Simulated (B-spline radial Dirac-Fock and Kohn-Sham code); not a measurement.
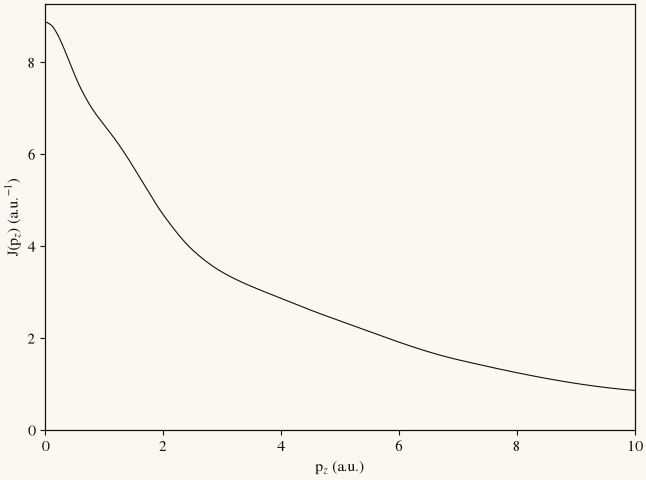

The total Compton profile J(pz). The figure is for the ion Au³⁺ in the configuration [Xe] 4f14 5d6 6s2, which is not the ground configuration. Method: the impulse approximation on the Dirac–Fock momentum density (average of configuration) (computed with a B-spline radial atomic code).

What is the area under the whole profile, from −∞ to ∞?

76, the number of electrons.

What is the half width at half maximum?

About 2.2 a.u.

What is the peak value?

J(0) = 8.87 a.u.⁻¹.
